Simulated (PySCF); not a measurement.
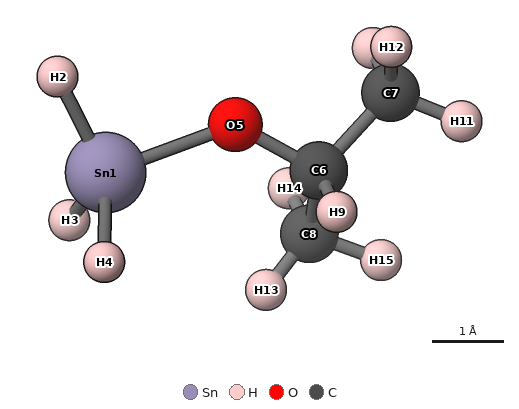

*The structure as given in the input (ball-and-stick view, seen at a tilt; atoms are numbered from 1 in the order of the input). Sticks mark near contacts.*

Bond lengths as drawn: C–C 1.52 to 1.57 Å, C–H 1.04 to 1.11 Å, C–O 1.38 Å, H–Sn 1.57 to 1.75 Å and O–Sn 1.97 Å.

## Geometry relaxation of C3H10OSn

The run: geometry relaxation of C3H10OSn (SnH3(OiPr)), SMILES [H][Sn]([H])([H])[O]C(C)C. Method and program: PBE0-D3(BJ)/def2-SVP geometry optimisation, gas phase (PySCF 2.14.0).

It belongs to a series of runs on one base structure; here: one ligand: Cl to OiPr.

### The program's output
```
step   0  E = -409.45122443  max force = 0.085092
step   1  E = -409.47116183  max force = 0.018190
step   2  E = -409.47331166  max force = 0.003715
step   3  E = -409.47383309  max force = 0.002899
step   4  E = -409.47395585  max force = 0.002070
step   5  E = -409.47414406  max force = 0.001571
step   6  E = -409.47421790  max force = 0.001190
step   7  E = -409.47428196  max force = 0.001019
step   8  E = -409.47429564  max force = 0.000373
optimisation converged
```

### Trajectory as extended XYZ (Å, eV, eV/Å), 7 of the 9 frames kept, from step=0 to step=8
```
15
Properties=species:S:1:pos:R:3:forces:R:3 step=0 energy=-11141.73532
Sn    1.2421    1.2743    1.7085   -2.1433   1.3422  -0.3221
H     1.0505    0.8741    3.2648    0.0190  -0.3270   1.3887
H     2.6440    1.1189    1.0131    2.3404  -0.4752  -1.0240
H     0.7553    2.9209    1.3869   -0.0369  -0.2789   0.0986
O    -0.0922    0.0380    0.9440    0.2944  -0.1691   1.0471
C    -0.6101   -0.0658   -0.3292    1.2701  -1.1616  -0.5252
C    -1.4400   -1.3385   -0.3167   -1.2843   1.1790   0.2352
C     0.5445   -0.1675   -1.3880   -4.3756  -0.3355   0.0548
H    -1.2362    0.8054   -0.5007   -0.5250   0.4788  -0.6140
H    -0.8579   -2.2124   -0.0936    0.7068  -0.6871   0.0178
H    -1.9958   -1.4568   -1.2482   -0.0563  -0.2152  -0.3648
H    -2.1948   -1.2519    0.4907    0.1673  -0.0273  -0.1519
H     0.9942    0.7692   -1.4280    1.6466   1.8214  -0.2315
H     1.1127   -1.0000   -1.1057    1.5996  -1.2653   0.4499
H     0.0510   -0.3840   -2.3536    0.3772   0.1209  -0.0587
15
Properties=species:S:1:pos:R:3:forces:R:3 step=1 energy=-11142.27785
Sn    1.2309    1.3177    1.7169    0.1936  -0.1198  -0.1450
H     1.1177    0.9532    3.4085    0.1733   0.0635  -0.4062
H     2.7917    1.0883    0.9315   -0.4823  -0.0309   0.3914
H     0.6988    2.9113    1.3614   -0.0482   0.0342   0.0128
O    -0.1022    0.0182    1.0002   -0.0407  -0.1570   0.1079
C    -0.6225   -0.0985   -0.2998    0.5015   0.0815  -0.3066
C    -1.4906   -1.3467   -0.3386   -0.1442   0.1616   0.2269
C     0.4980   -0.1601   -1.3565   -0.9354  -0.0819   0.2544
H    -1.2637    0.7775   -0.5279   -0.0384   0.0483  -0.0349
H    -0.8772   -2.2357   -0.1313    0.0082  -0.0575  -0.0670
H    -2.0092   -1.4616   -1.3041    0.1329  -0.0071  -0.0084
H    -2.2601   -1.2824    0.4470    0.0532  -0.0162  -0.0054
H     1.0326    0.7981   -1.4106    0.2724  -0.0562   0.0393
H     1.1568   -1.0004   -1.1018    0.2977   0.0974  -0.0258
H     0.0662   -0.3550   -2.3508    0.0563   0.0401  -0.0332
15
Properties=species:S:1:pos:R:3:forces:R:3 step=3 energy=-11142.35054
Sn    1.2009    1.3164    1.6848   -0.0827   0.0458  -0.0489
H     1.2079    1.0108    3.3593    0.0068  -0.0055   0.0455
H     2.7275    1.0525    0.9601    0.0655  -0.0280  -0.0087
H     0.6143    2.8832    1.2950   -0.0231  -0.0107  -0.0089
O    -0.1029   -0.0409    1.0307    0.0524  -0.0723   0.0384
C    -0.6083   -0.1129   -0.2783   -0.0703   0.1179   0.0243
C    -1.5024   -1.3386   -0.3433    0.0307  -0.0300  -0.0119
C     0.4918   -0.1583   -1.3254    0.1491  -0.0233  -0.0587
H    -1.2383    0.7806   -0.4878    0.0071  -0.0194  -0.0064
H    -0.9046   -2.2485   -0.1737   -0.0104   0.0130   0.0052
H    -1.9987   -1.4207   -1.3224   -0.0076   0.0016   0.0020
H    -2.2705   -1.2856    0.4408   -0.0087   0.0048   0.0040
H     1.0891    0.7706   -1.3340   -0.0391  -0.0233   0.0141
H     1.1810   -0.9961   -1.1235   -0.0566   0.0125   0.0034
H     0.0804   -0.2885   -2.3383   -0.0132   0.0169   0.0066
15
Properties=species:S:1:pos:R:3:forces:R:3 step=4 energy=-11142.35388
Sn    1.1947    1.3151    1.6807   -0.0440   0.0541   0.0123
H     1.2134    1.0261    3.3598   -0.0055   0.0026   0.0291
H     2.7286    1.0581    0.9677    0.0543  -0.0121  -0.0186
H     0.5774    2.8654    1.2731   -0.0062  -0.0103  -0.0083
O    -0.0910   -0.0621    1.0366    0.0500  -0.0727  -0.0012
C    -0.6005   -0.1157   -0.2721   -0.0829   0.0550   0.0194
C    -1.5034   -1.3347   -0.3463    0.0154  -0.0125  -0.0166
C     0.4965   -0.1597   -1.3237    0.1064  -0.0088  -0.0274
H    -1.2253    0.7835   -0.4705    0.0056  -0.0045  -0.0095
H    -0.9126   -2.2504   -0.1868    0.0019   0.0038   0.0104
H    -2.0025   -1.4045   -1.3249   -0.0120   0.0029   0.0005
H    -2.2690   -1.2826    0.4406   -0.0080   0.0017  -0.0014
H     1.1057    0.7604   -1.3173   -0.0237   0.0051   0.0031
H     1.1749   -1.0080   -1.1355   -0.0404  -0.0147   0.0025
H     0.0804   -0.2669   -2.3372   -0.0108   0.0103   0.0058
15
Properties=species:S:1:pos:R:3:forces:R:3 step=5 energy=-11142.35900
Sn    1.1827    1.3153    1.6830   -0.0098  -0.0153   0.0567
H     1.2063    1.0646    3.3712   -0.0251   0.0075  -0.0027
H     2.7434    1.0983    1.0060   -0.0068   0.0134  -0.0205
H     0.4895    2.8193    1.2309    0.0176   0.0054  -0.0088
O    -0.0457   -0.1188    1.0419    0.0808  -0.0028  -0.0449
C    -0.5770   -0.1253   -0.2609   -0.0593  -0.0386   0.0130
C    -1.5058   -1.3239   -0.3534   -0.0120   0.0206   0.0015
C     0.5060   -0.1684   -1.3299   -0.0205   0.0143   0.0359
H    -1.1860    0.7903   -0.4276    0.0028   0.0188  -0.0094
H    -0.9331   -2.2546   -0.2210    0.0124  -0.0095   0.0088
H    -2.0187   -1.3611   -1.3267   -0.0034   0.0029  -0.0018
H    -2.2612   -1.2734    0.4438   -0.0033  -0.0040  -0.0074
H     1.1471    0.7273   -1.2933    0.0171   0.0311  -0.0050
H     1.1496   -1.0488   -1.1809    0.0071  -0.0379  -0.0080
H     0.0701   -0.2168   -2.3392    0.0025  -0.0060  -0.0077
15
Properties=species:S:1:pos:R:3:forces:R:3 step=7 energy=-11142.36275
Sn    1.1646    1.3191    1.7080    0.0075  -0.0126   0.0260
H     1.1439    1.0770    3.3981   -0.0085   0.0033  -0.0143
H     2.7536    1.1902    1.0717   -0.0223   0.0058  -0.0012
H     0.4035    2.7787    1.2210    0.0109   0.0075   0.0004
O     0.0354   -0.1746    1.0235    0.0183   0.0143  -0.0269
C    -0.5407   -0.1374   -0.2605    0.0045  -0.0287   0.0030
C    -1.5047   -1.3077   -0.3509   -0.0122   0.0139   0.0121
C     0.5136   -0.1892   -1.3585   -0.0524   0.0082   0.0096
H    -1.1267    0.7993   -0.3919    0.0038   0.0038  -0.0007
H    -0.9537   -2.2552   -0.2452   -0.0006  -0.0023  -0.0027
H    -2.0406   -1.3141   -1.3124    0.0086  -0.0049  -0.0039
H    -2.2417   -1.2514    0.4631    0.0013   0.0002  -0.0027
H     1.1943    0.6768   -1.3067    0.0138  -0.0059   0.0046
H     1.1161   -1.1054   -1.2577    0.0203   0.0033  -0.0008
H     0.0505   -0.1822   -2.3574    0.0070  -0.0058  -0.0024
15
Properties=species:S:1:pos:R:3:forces:R:3 step=8 energy=-11142.36312
Sn    1.1604    1.3220    1.7147   -0.0002  -0.0012   0.0036
H     1.1285    1.0716    3.4026   -0.0014   0.0011  -0.0047
H     2.7505    1.2067    1.0812   -0.0072  -0.0002   0.0027
H     0.3988    2.7827    1.2309    0.0018   0.0032   0.0012
O     0.0454   -0.1755    1.0173    0.0015   0.0034  -0.0094
C    -0.5364   -0.1390   -0.2639    0.0083  -0.0055   0.0029
C    -1.5038   -1.3066   -0.3493   -0.0046   0.0038   0.0054
C     0.5143   -0.1938   -1.3645   -0.0192  -0.0005  -0.0070
H    -1.1201    0.7993   -0.3949    0.0016  -0.0003   0.0012
H    -0.9551   -2.2554   -0.2425   -0.0020   0.0002  -0.0011
H    -2.0404   -1.3142   -1.3104    0.0055  -0.0038  -0.0025
H    -2.2396   -1.2467    0.4654    0.0001   0.0017  -0.0013
H     1.1980    0.6703   -1.3140    0.0037  -0.0079   0.0037
H     1.1165   -1.1108   -1.2655    0.0088   0.0075   0.0039
H     0.0502   -0.1869   -2.3630    0.0031  -0.0016   0.0014
```

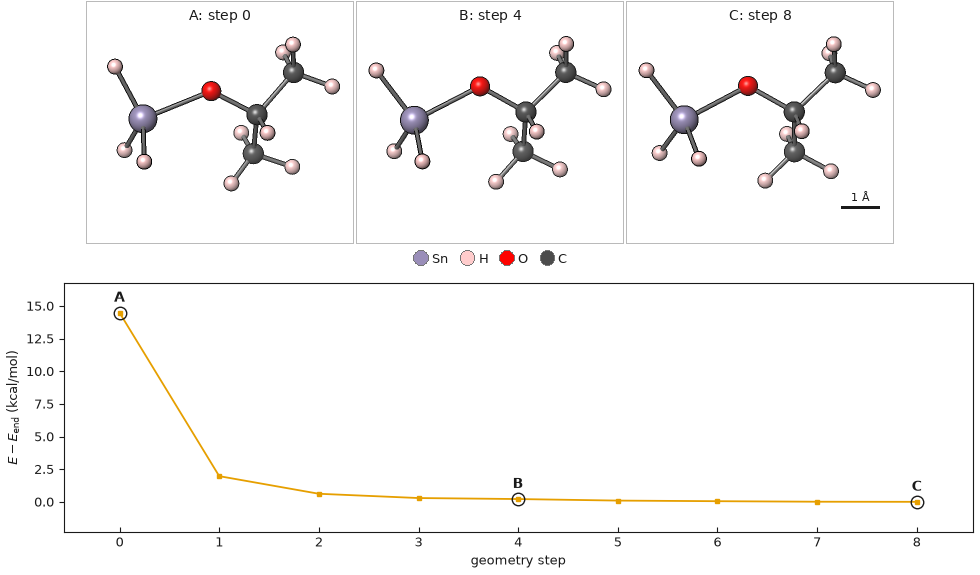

*Frames of the relaxation (ball-and-stick view, seen at a tilt) above the curves, on which the letters mark them (steps are counted from 0).*

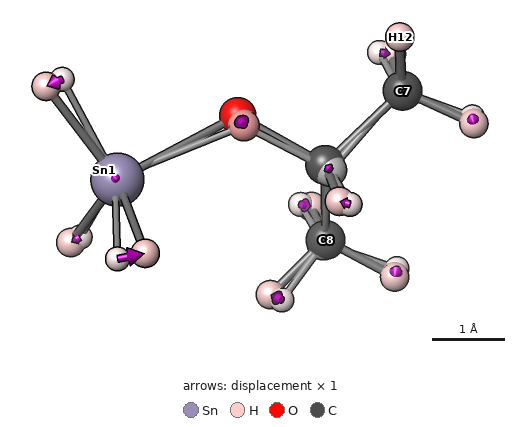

*Start (faint) and end (solid) with the displacements as pink arrows, at true length (ball-and-stick view, seen at a tilt). The two geometries are laid on each other by the best rigid fit.*

After 8 geometry steps the energy has fallen by 14.5 kcal/mol. Largest force component: 4.4 eV/Å at the start, 0.019 eV/Å at the end. The atom that moves furthest after the best rigid fit is H4 (0.40 Å). Largest moves by element: H 0.40 Å, O 0.27 Å, C 0.12 Å, Sn 0.08 Å. Among the contacts that change: Sn1–H3 1.573 → 1.716 Å, Sn1–H2 1.618 → 1.707 Å, C8–H13 1.040 → 1.103 Å, C8–H14 1.047 → 1.102 Å. Among the angles that change: H13–C8–H14 119.5° → 108.0°, Sn1–O5–C6 131.2° → 122.0°, H2–Sn1–H3 120.4° → 111.9°. (Atoms are counted from 1 in the order of the input.)

This output came from the following input.

### The input
```
{"job": {"xc": "PBE0", "basis": "def2-SVP", "d3": "d3bj", "grid": 1, "maxiter": 40, "shake": 0.03, "kind": "geom"}, "charge": 0, "multiplicity": 1}
Sn     1.242050     1.274290     1.708450
H      1.050540     0.874140     3.264780
H      2.644000     1.118870     1.013140
H      0.755280     2.920920     1.386860
O     -0.092240     0.037970     0.943970
C     -0.610140    -0.065780    -0.329220
C     -1.439960    -1.338540    -0.316710
C      0.544510    -0.167540    -1.388030
H     -1.236160     0.805420    -0.500740
H     -0.857910    -2.212360    -0.093590
H     -1.995840    -1.456790    -1.248240
H     -2.194800    -1.251880     0.490660
H      0.994160     0.769160    -1.428030
H      1.112740    -1.000010    -1.105700
H      0.050990    -0.383980    -2.353600
```

The first line tells a small driver script what to run in PySCF; the rest is the geometry in Å.

Run as:
```bash
OMP_NUM_THREADS=1 python <driver script> task.json out
```

### Summary

```csv
quantity,value
outcome,converged
total energy,−409.474296 hartree
dipole moment,1.43 D
point group,C1
hardware,"1 CPU thread, shared host"
wall time,4.1 min
peak memory,0.51 GiB
```
